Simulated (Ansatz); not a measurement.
**C$_{2}$H$_{2}$ClGe (SMILES [C]#[C][GeH2][Cl]) (doublet): density, localisation and related maps**

```xyz
6

C     0.7046   -2.2307    1.0523
C     0.4034   -1.1659    0.5607
Ge   -0.0125    0.5250   -0.1909
Cl   -1.9550    0.3747   -1.0895
H     0.9904    0.8574   -1.2956
H    -0.0888    1.5755    0.9169
```

Geometry: PBE0-D4/def2-TZVP.

The calculation used Ansatz, UKS PBE0-D4/def2-TZVPP.

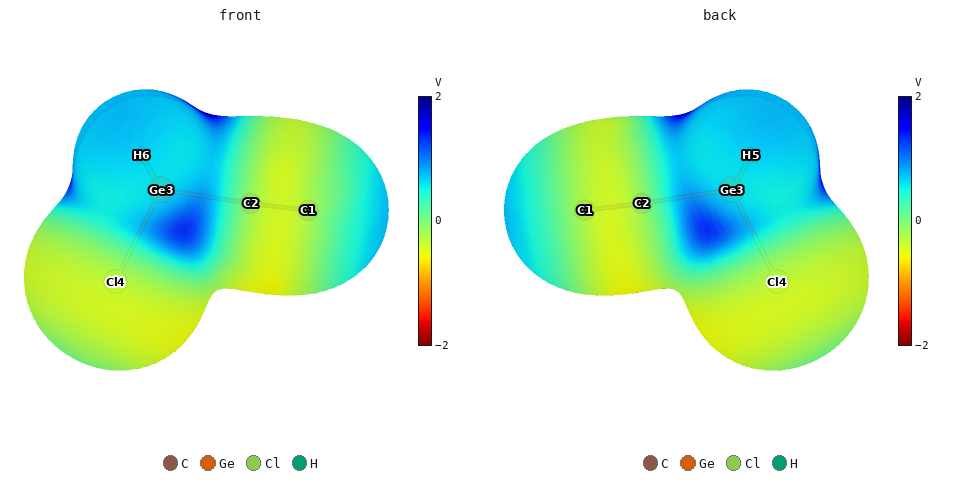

Figure 1. The molecular electrostatic potential painted on the density surface at 0.002 e/bohr³, seen from the front and from behind; red is negative and blue positive.

### Describe the electrostatic potential map.

The most negative region (about −0.6 V, or −14 kcal/mol for a unit charge) lies over C1, C2 and Cl4, the most positive (about +1.9 V, or +44 kcal/mol for a unit charge) over Ge3.

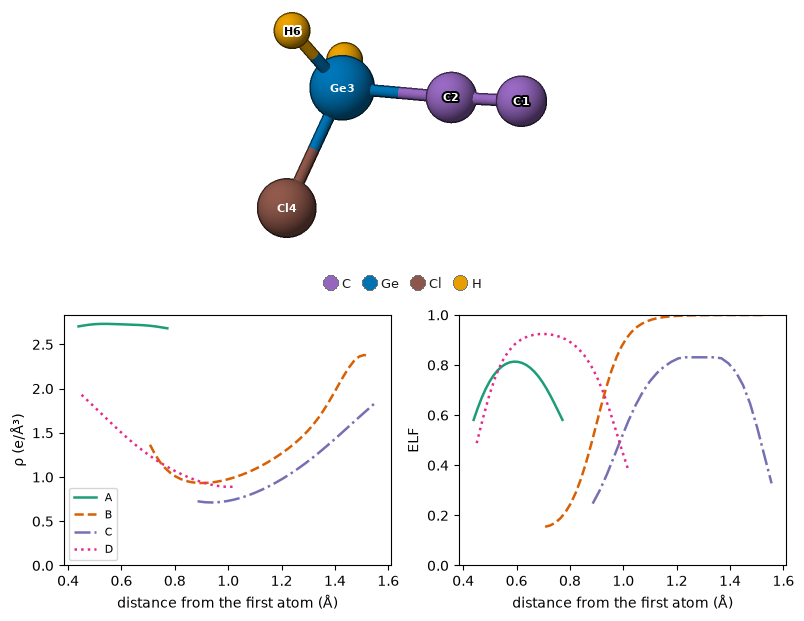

Figure 2. Electron density and electron localisation function along straight lines between neighbouring atoms. The curves leave out the atomic cores. The structure is drawn too.

### Which curve belongs to which contact (C–C, C–Ge, Ge–Cl and Ge–H)? The first atom named is at distance zero.

Curve A: C–C (1.21 Å): ρ at the midpoint is about 2.7 e/Å³; the ELF peaks at about 0.80 between the atoms; a multiple bond. Curve B: Ge–H (1.53 Å): ρ at the midpoint is about 1.1 e/Å³; the ELF climbs to about 1 towards the hydrogen. Curve C: Ge–Cl (2.15 Å): ρ at the midpoint is about 0.79 e/Å³; the ELF peaks at about 0.85 in the valence shell of Cl, 0.9 Å from its nucleus, and is about 0.70 at the midpoint. Curve D: C–Ge (1.90 Å): the density is about 0.91 e/Å³ at the midpoint; the ELF peaks at about 0.90 in the valence shell of C, 0.7 Å from its nucleus, and is about 0.60 at the midpoint.

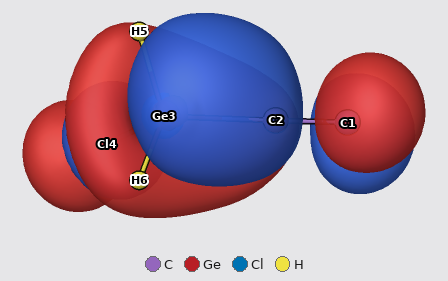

Figure 3. The LUMO (α) at ±0.08 Å⁻³ᐟ² (red and blue are the two phases), seen from one side.

### Where does this orbital lie, and at what energy?

Its weight (Hirshfeld) is mainly on Ge3 (about 35 %), C1 (about 20 %), C2 (about 20 %) and Cl4 (about 20 %). Its energy is −1.08 eV.
